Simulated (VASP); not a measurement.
# Al2Au: convergence with the PAW data sets and smearing, part 3 of 3

Aim: find what the PAW data sets and smearing change for Al2Au, and what they cost. The series runs use LDA. The start is a cell from a database of measured crystal structures.

VASP 6.6.1, plane waves and PAW; the level of theory is named at each step.

Still holding for the runs below: This run has no spin polarisation. Its electron count is odd, so without a moment it is a metal by construction. The k-mesh is coarse for a metal.

So far. Step 15 (Smearing: ISMEAR = 1, SIGMA = 0.5): Against the run before the energy at zero width moves by -0.09 meV an atom and the pressure by +0.03 GPa, after 12 cycles in 2.2 s. The entropy term T·S comes to 4.05 meV an atom in size.

**16. Smearing: ISMEAR = -5**

Level of this step: LDA; plane waves and PAW (Al, Au) (VASP).

Contents of INCAR:

```
SYSTEM = Al2Au
PREC = Accurate
ENCUT = 400
EDIFF = 1E-06
NELM = 100
ISMEAR = -5
SIGMA = 0.05
LREAL = .FALSE.
ALGO = Normal
GGA = CA
NBANDS = 14
LASPH = .TRUE.
LORBIT = 11
LWAVE = .FALSE.
LCHARG = .FALSE.
KPAR = 4
ISIF = 2
```

Contents of POSCAR:

```
Al2Au
1.0
    0.0000000000      3.0000000000      3.0000000000
    3.0000000000      0.0000000000      3.0000000000
    3.0000000000      3.0000000000      0.0000000000
Al Au
2 1
Direct
    0.2500000000      0.2500000000      0.2500000000
    0.7500000000      0.7500000000      0.7500000000
    0.0000000000      0.0000000000      0.0000000000
```

Contents of KPOINTS:

```
Automatic mesh
0
Gamma
7 7 7
0 0 0
```

The projector-augmented-wave data sets are Al and Au (PBE family, release 64).

Command:

```sh
$ mpirun -np 4 vasp_std
```

The program printed:

```text
[... set-up lines as in an earlier step ...]
 entering main loop
       N       E                     dE             d eps       ncg     rms          rms(c)
DAV:   1     0.445893996406E+02    0.44589E+02   -0.61473E+03   584   0.816E+02
DAV:   2    -0.146317030722E+02   -0.59221E+02   -0.54796E+02   670   0.167E+02
DAV:   3    -0.159129617749E+02   -0.12813E+01   -0.12720E+01   734   0.236E+01
DAV:   4    -0.159228254945E+02   -0.98637E-02   -0.98274E-02   632   0.241E+00
[...]
DAV:  10    -0.143217401839E+02   -0.23565E-04   -0.14945E-04   704   0.953E-02    0.306E-02
DAV:  11    -0.143217336118E+02    0.65721E-05   -0.12037E-05   692   0.290E-02    0.115E-02
DAV:  12    -0.143217328820E+02    0.72987E-06   -0.80066E-07   436   0.849E-03
   1 F= -.14321733E+02 E0= -.14321733E+02  d E =0.000000E+00
 -----------------------------------------------------------------------------
|                                                                             |
|           W    W    AA    RRRRR   N    N  II  N    N   GGGG   !!!           |
|           W    W   A  A   R    R  NN   N  II  NN   N  G    G  !!!           |
|           W    W  A    A  R    R  N N  N  II  N N  N  G       !!!           |
|           W WW W  AAAAAA  RRRRR   N  N N  II  N  N N  G  GGG   !            |
|           WW  WW  A    A  R   R   N   NN  II  N   NN  G    G                |
|           W    W  A    A  R    R  N    N  II  N    N   GGGG   !!!           |
|                                                                             |
|     Tetrahedron method does not include variations of the Fermi             |
|     occupations, so forces and stress will be inaccurate. We suggest        |
|     using a different smearing scheme ISMEAR = 1 or 2 for metals in         |
|     relaxations.                                                            |
|                                                                             |
 -----------------------------------------------------------------------------
```

Run time: 2.2 s. Hardware: 4 MPI ranks of Intel Xeon 6975P-C (Granite Rapids), shared host; peak memory 0.51 GiB.

Parts of OUTCAR (step 16):

```text
  Total       -0.7082979     -0.7082979     -0.7082979      0.0000000      0.0000000      0.0000000
  in kB      -21.0151641    -21.0151641    -21.0151641      0.0000000      0.0000000      0.0000000
  external PRESSURE =     -21.0151641 kB  Pullay stress =       0.0000000 kB

 POSITION                                       TOTAL-FORCE (eV/Angst)
 -----------------------------------------------------------------------------------
      1.50000      1.50000      1.50000        -0.000000     -0.000000      0.000000
      4.50000      4.50000      4.50000         0.000000      0.000000     -0.000000
      0.00000      0.00000      0.00000         0.000000     -0.000000      0.000000
 -----------------------------------------------------------------------------------
    total drift:                               -0.000000     -0.000000      0.000000

  FREE ENERGIE OF THE ION-ELECTRON SYSTEM (eV)
  ---------------------------------------------------
  free  energy   TOTEN  =       -14.3217328820 eV

  energy  without entropy=      -14.3217328820  energy(sigma->0) =      -14.32173288

[... 2 parts as in an earlier step ...]

[... 1 further part left out ...]
[key lines of the parts left out:]
E-fermi :   7.5206
```

With tetrahedra the forces and stress of a metal are not exact derivatives of the energy.

Against the first of the series the energy at zero width moves by -2.81 meV an atom and the pressure by -0.11 GPa, after 12 cycles in 2.2 s.

**17. The smearing series as a table**

This step: convergence of LDA results with the smearing; plane waves and PAW (VASP 6.6.1).

No new run; the numbers come from the runs before.

One cell and one 7×7×7 mesh. Free energy against width, by row:

```csv
Fermi-Dirac width σ (eV),free energy less that at the narrowest width (meV/atom)
0.01,0
0.05,-1.54
0.1,-5.68
0.2,-20.97
0.5,-118.5
```

Differences are taken from the run with ISMEAR = -1, SIGMA = 0.01. Results of the series, by row:

```csv
setting,status,energy less the reference (meV/atom),pressure (GPa),SCF cycles,wall time (s)
"ISMEAR = -1, SIGMA = 0.01",converged,0,-1.996,12,2.2
"ISMEAR = -1, SIGMA = 0.05",converged,-0.3389,-1.995,12,2.2
"ISMEAR = -1, SIGMA = 0.1",converged,-0.3924,-1.973,12,2.4
"ISMEAR = -1, SIGMA = 0.2",converged,-1.692,-1.886,12,2.2
"ISMEAR = -1, SIGMA = 0.5",converged,-1.672,-1.057,12,2.6
"ISMEAR = 1, SIGMA = 0.01",converged,0.1167,-1.996,12,2.2
"ISMEAR = 1, SIGMA = 0.05",converged,-0.0561,-1.996,12,2.2
"ISMEAR = 1, SIGMA = 0.1",converged,-0.3631,-1.994,12,2.6
"ISMEAR = 1, SIGMA = 0.2",converged,-0.2271,-2.002,12,2.2
"ISMEAR = 1, SIGMA = 0.5",converged,-0.3128,-1.973,12,2.2
ISMEAR = -5,converged,-2.815,-2.102,12,2.2
```

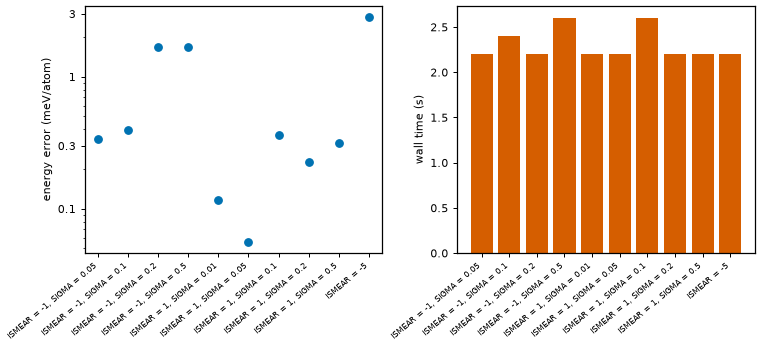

The energy error in size, against the reference run (errors under 0.01 are drawn at 0.01), and the wall time by setting.

**18. Summary of results**

```yaml
spread_of_the_pressure_over_the_paw_data_sets: 1.49 GPa
spread_of_the_pressure_over_the_smearing: 1.04 GPa
spread_of_the_energy_over_the_smearing: 2.93 meV/atom
```

What this shows: The choice of data set moves the pressure between -3.48 GPa (gw 64: Al_GW Au_sv_GW) and -1.99 GPa (minimal 64: Al Au); all ran at 400 eV. The usual rule keeps the entropy term T·S under 1 meV an atom, which holds up to a width of 0.01 eV for Fermi-Dirac and 0.2 eV for first-order Methfessel-Paxton. That rule is made for Methfessel-Paxton; with the other schemes the zero-width estimate is the energy to use. Farthest in energy from the narrowest smearing lies ISMEAR = -5 (-2.8 meV an atom, -0.11 GPa). On a fixed mesh a narrow width is not the exact answer for a metal: it samples the Fermi surface more noisily. Data sets differ in their zero of energy, so energies are not compared. Forces vanish by symmetry in this cell, so the series can't test them.

[Lines on the potential files, build, host, timing and source positions are cut from VASP's logs without a mark.]

[Logs are printed without paths, hosts, clocks, repeated set-up lines and the standing remarks that a program may print on its own settings, such as how far it seeks lower states.]

[Hosts, paths, dates, database ids (printed as entryN), source tags and the programs' standing remarks are cut or masked in the printed files.]

[A measured line is paired with the nearest computed mode of its activity, which favours agreement.]
